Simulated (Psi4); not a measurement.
# BH3Br− (SMILES [BH3-]Br): M06-2X/def2-TZVP

What is the vertical ionisation energy of BH3Br− at M06-2X/def2-TZVP? 

Program for the calculation: Psi4 1.11.

1 further run of the same task is left out (set aside as unsound or not needed).

### 1 Starting point

BH3Br− has 5 atoms, charge -1, and is taken as a singlet. As SMILES, `[BH3-]Br`. Geometry: relaxed at GFN2-xTB.

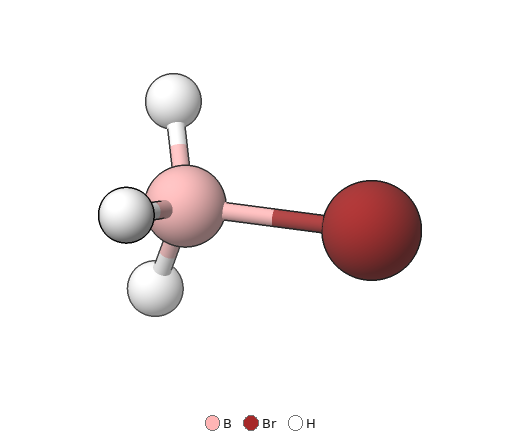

The structure, seen from a chosen angle (boron pink, bromine red, hydrogen white).

### 2 Energy and gradient at M06-2X/def2-TZVP

job.inp reads:

```
memory 1600 MB

molecule m {
  -1 1
  B
  Br 1 2.0263
  H 1 1.211303 2 107.56148
  H 1 1.21133 3 111.32226 2 117.58168
  H 1 1.211325 3 111.30144 4 124.8385
  symmetry c1
  no_reorient
  no_com
}

set puream true
set e_convergence 1e-09
set d_convergence 1e-08
set scf_type pk
set dft_radial_points 99
set dft_spherical_points 590

e_tot, wfn = gradient('m06-2x/def2-TZVP', return_wfn=True)
oeprop(wfn, 'MAYER_INDICES', 'WIBERG_LOWDIN_INDICES', 'MULLIKEN_CHARGES', title='M06-2X')
```

Command:

```console
$ psi4 -n 1 job.inp job.out
```

job.out:

```text
[...]
  Running in c1 symmetry.
[...]
  Nuclear repulsion =   73.969294615212021
[...]
  Multiplicity = 1
[...]
  Nalpha       = 22
  Nbeta        = 22
[...]
    Number of basis functions: 97
[...]
   @RKS iter   1: -2600.50704906026886   -1.67744e+00   1.50619e-02 ADIIS/DIIS
[...]
   @RKS iter  10: -2600.91255599011720   -1.90994e-11   4.76088e-09 DIIS
[...]
    Orbital Energies [Eh]
    ---------------------
    Doubly Occupied:
       1A   -485.130944     2A    -63.116890     3A    -56.935470
       4A    -56.934473     5A    -56.934473     6A     -8.783320
       7A     -6.796392     8A     -6.604343     9A     -6.600476
      10A     -6.600476    11A     -2.638116    12A     -2.636612
      13A     -2.636612    14A     -2.632995    15A     -2.632994
      16A     -0.625027    17A     -0.360841    18A     -0.191347
      19A     -0.191316    20A     -0.169981    21A     -0.107411
      22A     -0.107400
[...]
  @RKS Final Energy: -2600.91255599011720
   => Energetics <=
    Nuclear Repulsion Energy =             73.9692946152120214
    One-Electron Energy =               -3775.1910038467240156
    Two-Electron Energy =                1145.9289447360531540
    DFT Exchange-Correlation Energy =     -45.6197914946589194
    Empirical Dispersion Energy =           0.0000000000000000
    VV10 Nonlocal Energy =                  0.0000000000000000
    Total Energy =                      -2600.9125559901176530
[...]
 Multipole Moments:
 ------------------------------------------------------------------------------------
     Multipole            Electronic (a.u.)      Nuclear  (a.u.)        Total (a.u.)
 ------------------------------------------------------------------------------------
 L = 1.  Multiply by 2.5417464519 to convert [e a0] to [Debye]
 Dipole X            :         -0.0001853            0.0001560           -0.0000293
 Dipole Y            :         -0.0000932            0.0000863           -0.0000069
 Dipole Z            :          8.4804111           -6.8811662            1.5992449
 Magnitude           :                                                    1.5992449
[...]
  -Total Gradient:
     Atom            X                  Y                   Z
    ------   -----------------  -----------------  -----------------
       1       -0.000006681110     0.000001500567     0.023516017819
       2       -0.000003890181    -0.000005085804    -0.022707330999
       3        0.000013229899    -0.001519901672    -0.000284785617
       4        0.001295222287     0.000751709449    -0.000270508597
       5       -0.001298023946     0.000768647770    -0.000282316431
[...]
  Mulliken Charges: (a.u.)
   Center  Symbol    Alpha    Beta     Spin     Total
       1     B     2.62244  2.62244  0.00000 -0.24488
       2    BR    17.73876 17.73876  0.00000 -0.47753
       3     H     0.54627  0.54627  0.00000 -0.09253
       4     H     0.54626  0.54626  0.00000 -0.09252
       5     H     0.54627  0.54627  0.00000 -0.09254
   Total alpha = 22.00000, Total beta = 22.00000, Total charge = -1.00000
  Mayer Bond Indices:
[...]
```

It took 21 s on 1 thread of Intel Xeon 6975P-C (Granite Rapids), shared host; peak memory 0.83 GiB.

### 3 Doublet neutral BH3Br, same level

calc.py reads:

```python
import psi4

psi4.set_memory('1600 MB')
psi4.set_num_threads(1)
psi4.core.set_output_file('run.log', False)

mol = psi4.geometry("""
0 2
B      0.105540    -0.047320     0.145720
Br    -1.044180     0.467760    -1.441330
H      1.234050    -0.217200    -0.260310
H     -0.352540    -1.066680     0.613040
H      0.057130     0.863440     0.942890
symmetry c1
no_reorient
no_com
""")

options = {'basis': 'def2-TZVP', 'reference': 'uks', 'puream': True, 'e_convergence': 1e-09, 'd_convergence': 1e-08, 'scf_type': 'pk', 'dft_radial_points': 99, 'dft_spherical_points': 590, 'maxiter': 200}
psi4.set_options(options)

result, w = psi4.gradient("m06-2x", return_wfn=True)
print('gradient / Eh bohr^-1')
print(result.np.round(6))
print(f'energy = {w.energy():.10f} Eh')
for k, v in sorted(psi4.core.scalar_variables().items()):
    print(f'{k:45s} {v:18.10f}')
```

Command:

```console
$ python calc.py
```

run.log:

```text
[...]
  Running in c1 symmetry.
[...]
  Nuclear repulsion =   73.969301079071656
[...]
  Multiplicity = 2
[...]
  Nalpha       = 22
  Nbeta        = 21
[...]
    Number of basis functions: 97
[...]
   @UKS iter   1: -2600.48025929000778   -1.65065e+00   1.37931e-02 DIIS/ADIIS
[...]
   @UKS iter  26: -2600.75718834179270   -4.54747e-13   2.50099e-09 DIIS
[...]
   @S^2 Observed:                7.561995421E-01
[...]
    Orbital Energies [Eh]
    ---------------------
    Alpha Occupied:
       1A   -485.436722     2A    -63.420485     3A    -57.242230
       4A    -57.237766     5A    -57.236699     6A     -9.087261
       7A     -7.034596     8A     -6.915233     9A     -6.903072
      10A     -6.899080    11A     -2.945821    12A     -2.943835
      13A     -2.940094    14A     -2.932038    15A     -2.931858
      16A     -0.922268    17A     -0.610304    18A     -0.466184
      19A     -0.441071    20A     -0.431061    21A     -0.387303
      22A     -0.358033
    Alpha Virtual:
      23A      0.059145    24A      0.076228    25A      0.118453
[...]
  @UKS Final Energy: -2600.75718834179270
   => Energetics <=
    Nuclear Repulsion Energy =             73.9693010790716556
    One-Electron Energy =               -3762.8856046326718570
    Two-Electron Energy =                1133.6280082644971117
    DFT Exchange-Correlation Energy =     -45.4688930526894239
    Empirical Dispersion Energy =           0.0000000000000000
    VV10 Nonlocal Energy =                  0.0000000000000000
    Total Energy =                      -2600.7571883417926983
[...]
 Multipole Moments:
 ------------------------------------------------------------------------------------
     Multipole            Electronic (a.u.)      Nuclear  (a.u.)        Total (a.u.)
 ------------------------------------------------------------------------------------
 L = 1.  Multiply by 2.5417464519 to convert [e a0] to [Debye]
 Dipole X            :         66.0325362          -66.2915169           -0.2589807
 Dipole Y            :        -29.4471390           29.6962146            0.2490756
 Dipole Z            :         91.0275202          -91.5049421           -0.4774218
 Magnitude           :                                                    0.5975293
[...]
  -Total Gradient:
     Atom            X                  Y                   Z
    ------   -----------------  -----------------  -----------------
       1        0.014840950744     0.027976442565    -0.010730953868
       2       -0.007099431884    -0.001118555342    -0.005924882266
       3       -0.003682758269    -0.010184941101     0.005137985883
       4       -0.000047991958    -0.006783406295     0.006086602475
       5       -0.003991718651    -0.009900395615     0.005466332883
[...]
```

On the terminal:

```text
gradient / Eh bohr^-1
[[ 1.4841e-02  2.7976e-02 -1.0731e-02]
 [-7.0990e-03 -1.1190e-03 -5.9250e-03]
 [-3.6830e-03 -1.0185e-02  5.1380e-03]
 [-4.8000e-05 -6.7830e-03  6.0870e-03]
 [-3.9920e-03 -9.9000e-03  5.4660e-03]]
energy = -2600.7571883418 Eh
CURRENT ENERGY                                  -2600.7571883418
CURRENT REFERENCE ENERGY                        -2600.7571883418
DD SOLVATION ENERGY                                 0.0000000000
DFT FUNCTIONAL TOTAL ENERGY                     -2600.7571883418
DFT TOTAL ENERGY                                -2600.7571883418
DFT VV10 ENERGY                                     0.0000000000
DFT XC ENERGY                                     -45.4688930527
GRID ELECTRONS ALPHA                               21.9999999585
GRID ELECTRONS BETA                                20.9999999579
GRID ELECTRONS TOTAL                               42.9999999164
NUCLEAR REPULSION ENERGY                           73.9693010791
ONE-ELECTRON ENERGY                             -3762.8856046327
PCM POLARIZATION ENERGY                             0.0000000000
PE ENERGY                                           0.0000000000
SCF ITERATION ENERGY                            -2600.7571883418
SCF ITERATIONS                                     26.0000000000
SCF TOTAL ENERGY                                -2600.7571883418
TWO-ELECTRON ENERGY                              1133.6280082645
XC GRID RADIAL POINTS                              99.0000000000
XC GRID SPHERICAL POINTS                          590.0000000000
XC GRID TOTAL POINTS                           278626.0000000000
```

It took 56 s on 1 thread of Intel Xeon 6975P-C (Granite Rapids), shared host; peak memory 0.84 GiB.

### 4 What came out

At M06-2X/def2-TZVP:

| quantity | value |
| --- | --- |
| singlet BH3Br−: total energy | -2600.91256 Eh |
| singlet BH3Br−: HOMO energy | -2.92 eV |
| singlet BH3Br−: LUMO energy | 6.72 eV |
| singlet BH3Br−: HOMO–LUMO gap (to an unbound level, set by the basis) | 9.64 eV |
| singlet BH3Br−: largest force on an atom | 1.209 eV/Å |
| doublet neutral BH3Br: total energy | -2600.75719 Eh |
| doublet neutral BH3Br: dipole moment | 1.52 D |
| doublet neutral BH3Br: HOMO energy (highest over α and β) | -9.43 eV |
| doublet neutral BH3Br: LUMO energy (lowest over α and β) | -5.38 eV |
| doublet neutral BH3Br: ⟨S²⟩ | 0.756 |
| doublet neutral BH3Br: largest force on an atom | 1.719 eV/Å |
| vertical detachment energy (to the doublet neutral) | 4.228 eV |

The vertical ionisation energy comes to 4.23 eV (97 kcal/mol). The largest force (singlet BH3Br−) is 1.21 eV/Å: the shape isn't a stationary point for this species at this level. −ε(HOMO) before ionisation, 2.92 eV, is 1.31 eV below this ionisation energy.
